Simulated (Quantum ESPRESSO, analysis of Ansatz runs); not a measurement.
# A hop of O in In2O3 (R-3c), charge +2 (Quantum ESPRESSO)

Aim: the barrier of one jump in In2O3 (R-3c) at charge +2: V_O hop (2.8 Å). The model is a cell of 80 host atoms with 1 O taken out; O is the atom that moves.

Main program and level: Quantum ESPRESSO 7.5; Quantum ESPRESSO plane-wave DFT, PBEsol, GBRV 1.5 PBEsol potentials; nudged elastic band between two relaxed defect structures at fixed charge in a uniform background.

## 1. The structure

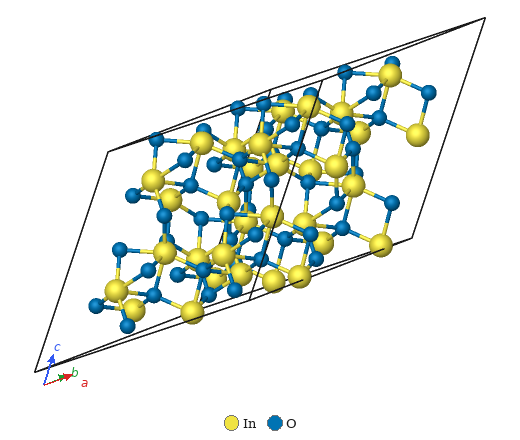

The cell as given, slightly off an axis (indium yellow, oxygen blue). Some periodic images of atoms are drawn too.

The cell holds 79 atoms: 32 In and 47 O. Its edges and angles: a = 11.552 Å, b = 11.552 Å, c = 11.552 Å, α = 56.8°, β = 56.8°, γ = 56.8°. It derives from In2O3 (space group R-3c). Nearest the centre at fractional (0.375, 0.449, 0.801): O37 at 1.42 Å, In12 at 1.73 Å, In11 at 1.77 Å, O6 at 2.47 Å, In73 at 2.63 Å, O38 at 2.65 Å, In33 at 2.67 Å, O19 at 2.68 Å. The cell carries charge +2.

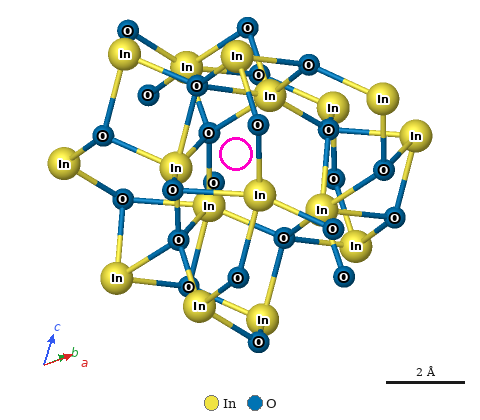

The atoms within 5 Å of the centre. A ring marks the centre wherever it is empty.

The cell's shortest repeat is 11.0 Å.

## 2. Relaxation of the start point, charge +2

The ends come first: from an unrelaxed start the top is counted from too high an energy, and the barrier comes out too low. Small random displacements break the symmetry of the ideal sites, so that the defect can distort if it gains by it. The charge of +2 is set by the electron count, and a uniform background keeps the cell neutral.

pw.in reads:

```
&CONTROL
  calculation = 'relax'
  prefix = 'pwscf'
  outdir = './tmp'
  pseudo_dir = './pseudo'
  tprnfor = .true.
  disk_io = 'low'
  nstep = 70
  forc_conv_thr = 0.0012
  etot_conv_thr = 0.0001
/
&SYSTEM
  ibrav = 0
  nat = 79
  ntyp = 2
  ecutwfc = 36
  ecutrho = 288
  nbnd = 352
  occupations = 'fixed'
  tot_charge = 2
  nosym = .true.
/
&ELECTRONS
  conv_thr = 8d-08
  electron_maxstep = 100
  mixing_beta = 0.5
/
&IONS
  ion_dynamics = 'bfgs'
/
ATOMIC_SPECIES
In   114.8180 in_pbesol_v1.4.uspp.F.UPF
O     15.9990 o_pbesol_v1.2.uspp.F.UPF
CELL_PARAMETERS angstrom
   5.4978746316    3.1741994784    9.6511628677
  -5.4978746316    3.1741994784    9.6511628677
   0.0000000000   -6.3483987569    9.6511628675
ATOMIC_POSITIONS crystal
In     0.3212012268    0.3212012268    0.3212012268
In     0.4287987732    0.4287987732    0.4287987732
In     0.1800340377    0.1798043797    0.1754872347
In     0.0712012268    0.0712012268    0.0712012268
O      0.0229817695    0.3750000000    0.2270182306
O      0.3745607087    0.2241792749    0.0253603273
O      0.2270182306    0.0229817695    0.3750000000
O      0.4770182306    0.1250000000    0.2729817694
O      0.2720031426    0.4757013330    0.1242015918
O      0.1250000000    0.2729817694    0.4770182306
In     0.3180377529    0.3224835513    0.8214627894
In     0.4279187315    0.4307489530    0.9261189693
In     0.1787987732    0.1787987732    0.6787987732
In     0.0712012268    0.0712012268    0.5712012268
O      0.0229817695    0.3750000000    0.7270182306
O      0.3750000000    0.2270182306    0.5229817694
O      0.2270182306    0.0229817695    0.8750000000
O      0.4750996409    0.1279913678    0.7732539570
O      0.2736727655    0.4791567571    0.6218799302
O      0.1269645987    0.2728340672    0.9739828675
In     0.3212012268    0.8212012268    0.3212012268
In     0.4287987732    0.9287987732    0.4287987732
In     0.1787987732    0.6787987732    0.1787987732
In     0.0697669359    0.5717022891    0.0693701594
O      0.0229817695    0.8750000000    0.2270182306
O      0.3750000000    0.7270182306    0.0229817695
O      0.2270182306    0.5229817694    0.3750000000
O      0.4770182306    0.6250000000    0.2729817694
O      0.2729817694    0.9770182306    0.1250000000
O      0.1250000000    0.7729817695    0.4770182306
In     0.3212012268    0.8212012268    0.8212012268
In     0.4287987732    0.9287987732    0.9287987732
In     0.1766043969    0.6798756620    0.6774792043
In     0.0712012268    0.5712012268    0.5712012268
O      0.0229817695    0.8750000000    0.7270182306
O      0.3739432354    0.7301068230    0.5228158506
O      0.2269148790    0.5241567857    0.8768282214
O      0.4767666181    0.6223022443    0.7757189140
O      0.2729817694    0.9770182306    0.6250000000
O      0.1250000000    0.7729817695    0.9770182306
In     0.8212012268    0.3212012268    0.3212012268
In     0.9287987732    0.4287987732    0.4287987732
In     0.6787987732    0.1787987732    0.1787987732
In     0.5723200903    0.0693199425    0.0737229664
O      0.5229817694    0.3750000000    0.2270182306
O      0.8750000000    0.2270182306    0.0229817695
O      0.7270182306    0.0229817695    0.3750000000
O      0.9770182306    0.1250000000    0.2729817694
O      0.7729817695    0.4770182306    0.1250000000
O      0.6250000000    0.2729817694    0.4770182306
In     0.8212012268    0.3212012268    0.8212012268
In     0.9287987732    0.4287987732    0.9287987732
In     0.6773556742    0.1806270970    0.6806495501
In     0.5712012268    0.0712012268    0.5712012268
O      0.8750000000    0.2270182306    0.5229817694
O      0.7270182306    0.0229817695    0.8750000000
O      0.9770182306    0.1250000000    0.7729817695
O      0.7729817695    0.4770182306    0.6250000000
O      0.6233222043    0.2741576642    0.9794791310
In     0.8212012268    0.8212012268    0.3212012268
In     0.9287987732    0.9287987732    0.4287987732
In     0.6787987732    0.6787987732    0.1787987732
In     0.5712012268    0.5712012268    0.0712012268
O      0.5229817694    0.8750000000    0.2270182306
O      0.8750000000    0.7270182306    0.0229817695
O      0.7270182306    0.5229817694    0.3750000000
O      0.9770182306    0.6250000000    0.2729817694
O      0.7729817695    0.9770182306    0.1250000000
O      0.6250000000    0.7729817695    0.4770182306
In     0.8212012268    0.8212012268    0.8212012268
In     0.9287987732    0.9287987732    0.9287987732
In     0.6787987732    0.6787987732    0.6787987732
In     0.5695249465    0.5710222873    0.5700703266
O      0.5229817694    0.8750000000    0.7270182306
O      0.8750000000    0.7270182306    0.5229817694
O      0.7270182306    0.5229817694    0.8750000000
O      0.9770182306    0.6250000000    0.7729817695
O      0.7729817695    0.9770182306    0.6250000000
O      0.6250000000    0.7729817695    0.9770182306
K_POINTS gamma
```

Started as:

```console
> OMP_NUM_THREADS=1 mpirun -n 8 pw.x -in pw.in > pw.out
```

What it wrote:

```text
[shortened: banners, details of potentials and solvers, and blank lines are left out]
     gamma-point specific algorithms are used
     one sub-group per band group will be used
     scalapack distributed-memory algorithm (size of sub-group:  2*  2 procs)
     bravais-lattice index     =            0
     lattice parameter (alat)  =      21.8300  a.u.
     unit-cell volume          =    6819.5628 (a.u.)^3
     number of atoms/cell      =           79
     number of atomic types    =            2
     number of electrons       =       696.00
     number of Kohn-Sham states=          352
     kinetic-energy cutoff     =      36.0000  Ry
     charge density cutoff     =     288.0000  Ry
     scf convergence threshold =      8.0E-08
     mixing beta               =       0.5000
     number of iterations used =            8  plain     mixing
     energy convergence thresh.=      1.0E-04
     force convergence thresh. =      1.2E-03
     Exchange-correlation= SLA  PW   PSX  PSC
                           (   1   4  10   8   0   0   0)
     nstep                     =           70
     crystal axes: (cart. coord. in units of alat)
               a(1) = (   0.475927   0.274777   0.835459 )
               a(2) = (  -0.475927   0.274777   0.835459 )
               a(3) = (   0.000000  -0.549553   0.835459 )
     PseudoPot. # 1 for In read from file:
     in_pbesol_v1.4.uspp.F.UPF
     Pseudo is Ultrasoft + core correction, Zval = 13.0
[...]
PseudoPot. # 2 for O  read from file:
     o_pbesol_v1.2.uspp.F.UPF
     Pseudo is Ultrasoft + core correction, Zval =  6.0
[...]
atomic species   valence    mass     pseudopotential
     In               13.00   114.81800     In( 1.00)
     O                 6.00    15.99900     O ( 1.00)
     No symmetry found
     site n.     atom                  positions (alat units)
         1        In     tau(   1) = (  -0.0000000   0.0000000   0.8050512  )
         2        In     tau(   2) = (   0.0000000   0.0000000   1.0747312  )
         3        In     tau(   3) = (   0.0001093   0.0024356   0.4472425  )
         4        In     tau(   4) = (  -0.0000000   0.0000000   0.1784571  )
         5        O      tau(   5) = (  -0.1675349  -0.0154025   0.5221618  )
         6        O      tau(   6) = (   0.0715706   0.1505828   0.5214101  )
         7        O      tau(   7) = (   0.0971064  -0.1373883   0.5221618  )
         8        O      tau(   8) = (   0.1675349   0.0154025   0.7310265  )
[...]
number of k points=     1
                       cart. coord. in units 2pi/alat
        k(    1) = (   0.0000000   0.0000000   0.0000000), wk =   2.0000000
     Dense  grid:   281435 G-vectors     FFT dimensions: ( 120, 120, 120)
     Smooth grid:    99485 G-vectors     FFT dimensions: (  90,  90,  90)
     starting charge     649.9999, renormalised to     696.0000
     Self-consistent Calculation
     iteration #  1     ecut=    36.00 Ry     beta= 0.50
     total energy              =   -5768.89112513 Ry
     estimated scf accuracy    <      38.16088459 Ry
     iteration #  2     ecut=    36.00 Ry     beta= 0.50
     total energy              =   -5779.19907405 Ry
     estimated scf accuracy    <       5.74097898 Ry
     iteration #  3     ecut=    36.00 Ry     beta= 0.50
     total energy              =   -5780.22563471 Ry
     estimated scf accuracy    <       0.91032821 Ry
[...]
estimated scf accuracy    <       0.00016543 Ry
     iteration # 10     ecut=    36.00 Ry     beta= 0.50
     total energy              =   -5780.39310508 Ry
     estimated scf accuracy    <       0.00003255 Ry
[... 117 further cycles ...]
     iteration #  7     ecut=    36.00 Ry     beta= 0.50
     total energy              =   -5780.50323803 Ry
     estimated scf accuracy    <          2.3E-09 Ry
     iteration #  8     ecut=    36.00 Ry     beta= 0.50
     End of self-consistent calculation
          k = 0.0000 0.0000 0.0000 ( 12405 PWs)   bands (ev):
    -8.7980  -8.4276  -8.3663  -8.3439  -8.3290  -8.3115  -8.2483  -8.2124
    -8.2073  -8.1979  -8.1938  -8.1556  -8.0874  -8.0806  -8.0714  -8.0518
    -7.9375  -7.9286  -7.9011  -7.8810  -7.8645  -7.8562  -7.8322  -7.8181
    -7.7975  -7.7958  -7.7900  -7.7846  -7.7702  -7.7653  -7.7459  -7.7437
    -7.7249  -7.7169  -7.7105  -7.7048  -7.6897  -7.6884  -7.6780  -7.6722
    -7.6708  -7.6274  -7.6240  -7.5933  -7.5557  -7.5170  -7.5111  -3.7143
    -3.7104  -3.6567  -3.6406  -3.6289  -3.6243  -3.6171  -3.6032  -3.5930
    -3.5640  -3.5460  -3.5357  -3.5113  -3.5110  -3.4922  -3.4794  -3.4718
[...]
highest occupied, lowest unoccupied level (ev):     8.8014    9.7111
!    total energy              =   -5780.50323803 Ry
     estimated scf accuracy    <          3.1E-10 Ry
     The total energy is the sum of the following terms:
     one-electron contribution =   -1447.40964127 Ry
     hartree contribution      =    1325.29293129 Ry
     xc contribution           =   -1539.27130364 Ry
     ewald contribution        =   -4119.11522442 Ry
     convergence has been achieved in   8 iterations
     Forces acting on atoms (cartesian axes, Ry/au):
     atom    1 type  1   force =    -0.00009264    0.00020543    0.00046196
     atom    2 type  1   force =     0.00013018    0.00082444   -0.00024302
     atom    3 type  1   force =     0.00018719    0.00038991    0.00036887
     atom    4 type  1   force =    -0.00002594   -0.00010063   -0.00085113
     atom    5 type  2   force =    -0.00010683   -0.00003136    0.00005032
     atom    6 type  2   force =     0.00010546   -0.00010356   -0.00000476
     atom    7 type  2   force =    -0.00062989   -0.00001496    0.00023089
     atom    8 type  2   force =     0.00030549    0.00069430    0.00038699
[...]
Total force =     0.006916     Total SCF correction =     0.000055
     Energy error            =      1.1E-04 Ry
     Gradient error          =      1.2E-03 Ry/Bohr
     number of scf cycles    =  15
     number of bfgs steps    =  14
     energy             old  =   -5780.5031317624 Ry
     energy             new  =   -5780.5032380263 Ry
     CASE: energy            _new < energy            _old
     new trust radius        =       0.0068287499 bohr
     new conv_thr            =       0.0000000008 Ry
ATOMIC_POSITIONS (crystal)
In               0.3193880999        0.3214613391        0.3269984642
In               0.4299813488        0.4291596580        0.4288010850
In               0.1785069796        0.1783848004        0.1802285039
In               0.0690833551        0.0714395540        0.0725185317
O                0.0228354929        0.3751178658        0.2269098035
O                0.3786140404        0.2327799309        0.0114159940
O                0.2267618587        0.0235054851        0.3750119930
O                0.4746832807        0.1315485359        0.2671928539
[...]
Self-consistent Calculation
     iteration #  1     ecut=    36.00 Ry     beta= 0.50
     total energy              =   -5780.50329778 Ry
     estimated scf accuracy    <       0.00005551 Ry
     iteration #  2     ecut=    36.00 Ry     beta= 0.50
     total energy              =   -5780.50330575 Ry
     estimated scf accuracy    <       0.00002197 Ry
     iteration #  3     ecut=    36.00 Ry     beta= 0.50
     total energy              =   -5780.50331061 Ry
     estimated scf accuracy    <       0.00000299 Ry
[...]
estimated scf accuracy    <       0.00000008 Ry
     iteration #  6     ecut=    36.00 Ry     beta= 0.50
     total energy              =   -5780.50331108 Ry
     estimated scf accuracy    <       0.00000001 Ry
     iteration #  7     ecut=    36.00 Ry     beta= 0.50
     total energy              =   -5780.50331109 Ry
     estimated scf accuracy    <          2.1E-09 Ry
     iteration #  8     ecut=    36.00 Ry     beta= 0.50
     End of self-consistent calculation
          k = 0.0000 0.0000 0.0000 ( 12405 PWs)   bands (ev):
    -8.7980  -8.4257  -8.3667  -8.3428  -8.3286  -8.3112  -8.2514  -8.2117
    -8.2084  -8.1970  -8.1937  -8.1547  -8.0884  -8.0775  -8.0709  -8.0520
    -7.9378  -7.9301  -7.9009  -7.8815  -7.8640  -7.8563  -7.8344  -7.8162
    -7.7973  -7.7970  -7.7910  -7.7846  -7.7715  -7.7663  -7.7494  -7.7435
    -7.7240  -7.7169  -7.7122  -7.7041  -7.6891  -7.6875  -7.6771  -7.6723
    -7.6704  -7.6276  -7.6248  -7.5927  -7.5556  -7.5165  -7.5108  -3.7137
    -3.7099  -3.6563  -3.6401  -3.6285  -3.6239  -3.6173  -3.6030  -3.5933
    -3.5637  -3.5462  -3.5355  -3.5118  -3.5110  -3.4922  -3.4793  -3.4718
[...]
highest occupied, lowest unoccupied level (ev):     8.8014    9.7116
!    total energy              =   -5780.50331109 Ry
     estimated scf accuracy    <          3.4E-10 Ry
     The total energy is the sum of the following terms:
     one-electron contribution =   -1447.40531942 Ry
     hartree contribution      =    1325.29025904 Ry
     xc contribution           =   -1539.27187652 Ry
     ewald contribution        =   -4119.11637418 Ry
     convergence has been achieved in   8 iterations
     Forces acting on atoms (cartesian axes, Ry/au):
     atom    1 type  1   force =    -0.00011352    0.00027990    0.00012465
     atom    2 type  1   force =     0.00017457    0.00079458   -0.00044516
     atom    3 type  1   force =     0.00017769   -0.00006345    0.00043038
     atom    4 type  1   force =    -0.00011807    0.00055803   -0.00032303
     atom    5 type  2   force =     0.00016444    0.00034612    0.00002697
     atom    6 type  2   force =    -0.00000165   -0.00051676   -0.00007023
     atom    7 type  2   force =    -0.00080326    0.00008025    0.00013833
     atom    8 type  2   force =     0.00027895    0.00050127    0.00021729
[...]
Total force =     0.005837     Total SCF correction =     0.000058
     Energy error            =      7.3E-05 Ry
     Gradient error          =      1.1E-03 Ry/Bohr
     bfgs converged in  16 scf cycles and  15 bfgs steps
     (criteria: energy <  1.0E-04 Ry, force <  1.2E-03 Ry/Bohr)
     End of BFGS Geometry Optimization
     Final energy             =   -5780.5033110874 Ry
Begin final coordinates
ATOMIC_POSITIONS (crystal)
In               0.3193880999        0.3214613391        0.3269984642
In               0.4299813488        0.4291596580        0.4288010850
In               0.1785069796        0.1783848004        0.1802285039
In               0.0690833551        0.0714395540        0.0725185317
O                0.0228354929        0.3751178658        0.2269098035
O                0.3786140404        0.2327799309        0.0114159940
O                0.2267618587        0.0235054851        0.3750119930
O                0.4746832807        0.1315485359        0.2671928539
[...]
End final coordinates
   JOB DONE.
```

Run time: 8.5 min. Hardware: 8 MPI ranks of Arm Neoverse V2, shared host; peak memory 2 GiB.

Step by step:

```csv
step,energy less that of the first step (eV)
0,0.0000
1,-0.6682
2,-1.0373
3,-1.2552
4,-1.3258
5,-1.3858
6,-1.4298
7,-1.4439
8,-1.4602
9,-1.4767
10,-1.4837
11,-1.4909
12,-1.4947
13,-1.4969
14,-1.4984
15,-1.4994
```

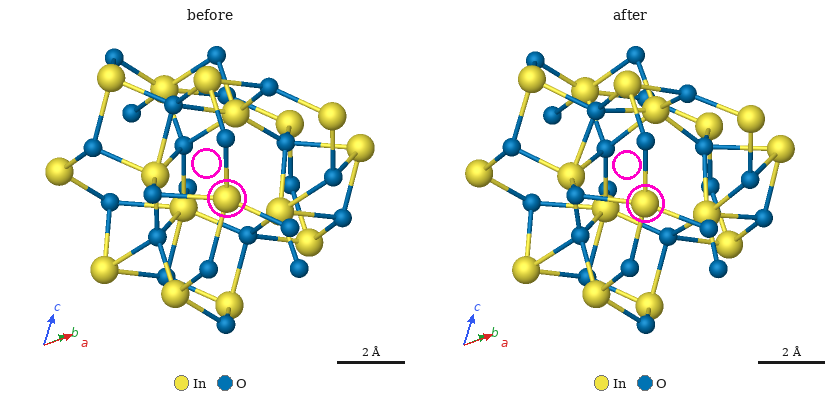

Before and after: the atoms that start within 5 Å of the centre. In53, which moves most, is ringed if it is among them. A ring with no atom in it marks the empty centre.

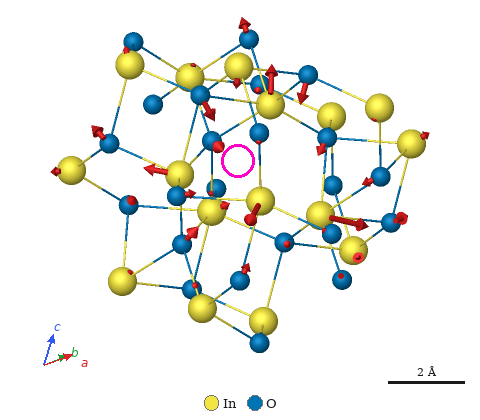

Displacements in the relaxation near the centre, exaggerated; the longest in the cell stands for 0.28 Å. A ring marks the centre wherever it is empty.

The atoms that moved most (Å):

```csv
atom,dx,dy,dz,length
In53,0.227,0.024,-0.161,0.279
In73,-0.087,0.187,0.166,0.265
In12,-0.059,-0.125,0.123,0.185
In11,-0.030,-0.108,-0.094,0.146
O69,-0.087,0.030,0.096,0.133
O6,-0.025,0.129,-0.012,0.132
O78,0.068,-0.058,-0.097,0.132
O59,-0.018,0.081,-0.102,0.131
```

Neighbours of O37 at the end:

```csv
atom,distance (Å)
In33,2.141
In24,2.205
In12,2.205
In11,2.249
O6,2.697
O19,2.855
O9,2.976
O38,2.987
```

This step gave:

```yaml
highest_filled_level: 8.801 eV
lowest_empty_level: 9.712 eV
r_m_s_move_of_the_farther_half_of_the_atoms: 0.03557 Å
largest_move_from_the_ideal_geometry_of_this_structure_a_common_shift_of_the_far_atoms_taken_out: 0.2576 Å
```

The relaxation gained 1.499 eV and ended with a largest force component of 0.027 eV/Å.

(Continued in part 2 of 3.)

[Logs are printed without paths, hosts, clocks, repeated set-up lines and the standing remarks that a program may print on its own settings, such as how far it seeks lower states.]

[Hosts, paths, dates, database ids (printed as entryN), source tags and the programs' standing remarks are cut or masked in the printed files.]
